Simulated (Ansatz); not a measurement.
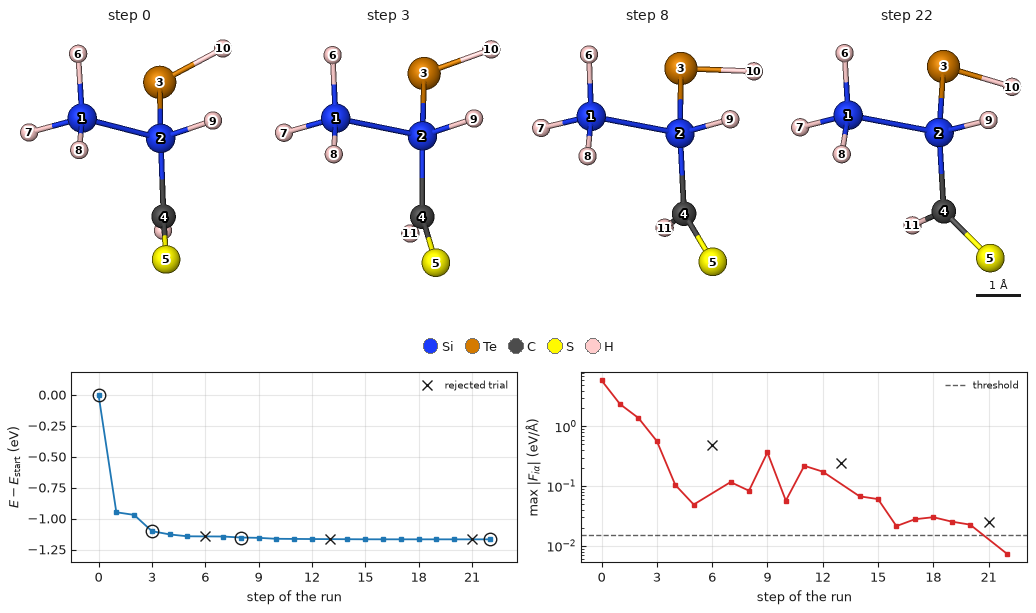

Frames of a relaxation of CH₆SSi₂Te, marked on the history of the run. A ball-and-stick model, seen from a free direction.

The run prepares an end point of a later path (torsion) calculation, from a guessed geometry.

These are results of RKS B3LYP/def2-SVP in Ansatz, not measurements.

Input file:
```yaml
crystal:
  periodic: [false, false, false]
  atoms:
    - { symbol: Si, position_ang: [-1.431, 0.7747, 0.1216] }
    - { symbol: Si, position_ang: [0.344, -0.3493, 0.6503] }
    - { symbol: Te, position_ang: [2.2235, 1.2232, 0.9053] }
    - { symbol: C, position_ang: [0.8131, -1.5463, -0.6862] }
    - { symbol: S, position_ang: [-0.1707, -2.6297, -0.9968] }
    - { symbol: H, position_ang: [-1.7776, 1.7997, 1.1776] }
    - { symbol: H, position_ang: [-1.2116, 1.5409, -1.1459] }
    - { symbol: H, position_ang: [-2.5743, -0.0848, -0.0643] }
    - { symbol: H, position_ang: [0.125, -1.0441, 1.9583] }
    - { symbol: H, position_ang: [2.44805, 0.75223, 2.51962] }
    - { symbol: H, position_ang: [1.6684, -1.4837, -1.1979] }
basis:
  gaussian: { orbitals: def2-SVP }
hamiltonian:
  xc: b3lyp
relax:
  f_tol: 0.015
  max_steps: 40
```

Launched with:
```bash
ansatz run input.yaml --threads 2 --pin off --max-ram 3072MiB --backend cpu --events-out ev --progress --plain --runs-dir out
```

**What happens along the run?**

S5 moves most after the best rigid fit: 1.19 Å. Largest moves by element: S 1.19 Å, H 1.07 Å, Te 0.44 Å, Si 0.27 Å, C 0.15 Å. Near-neighbour distances that change, for instance: Si1–Si2 2.166 → 2.366 Å, C4–S5 1.496 → 1.627 Å, C4–H11 0.999 → 1.106 Å, Si2–Te3 2.464 → 2.546 Å. Among the angles between lasting bonds that change: Si2–C4–S5 116.8° → 123.9°, Si2–C4–H11 123.1° → 116.5°, H6–Si1–H7 106.1° → 109.2°. Groups turn about Si2–Te3 by about 55°, Si2–C4 by about 50°. Over 19 accepted moves (22 points after the start) the energy falls by 1.168 eV. Largest force component: 5.9 eV/Å at the start, 0.0073 eV/Å at the end. The line search rejected the trial steps at points 6, 13, 21 of the run. From step 0 to 3: S and H atoms move most (0.28 Å), energy −1.101 eV. From step 3 to 8: H10 moves most (0.57 Å), energy −0.052 eV. From step 8 to 22: S5 moves most (0.59 Å), energy −0.015 eV.
